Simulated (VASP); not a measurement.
Band structure of RuSe (relaxed from the zinc blende structure, space group F-43m). Method: PBE GGA, VASP's PBE PAW potentials (set 64) (plane waves; VASP).

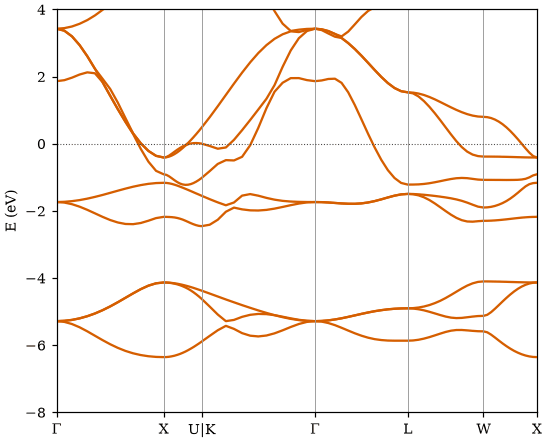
Bands along high-symmetry lines, zero at the valence-band maximum or, without a gap, the Fermi level

**Question.** Read the plot: is there a gap, and where are the band edges?

**Answer.** It has no gap at this level: it comes out as a metal or semimetal. (Edges off the drawn lines would not show.)

The structure was generated: RuSe was put into the zinc blende type (F-43m), which need not be its known phase. It was relaxed first, which changed the volume by -28 %.
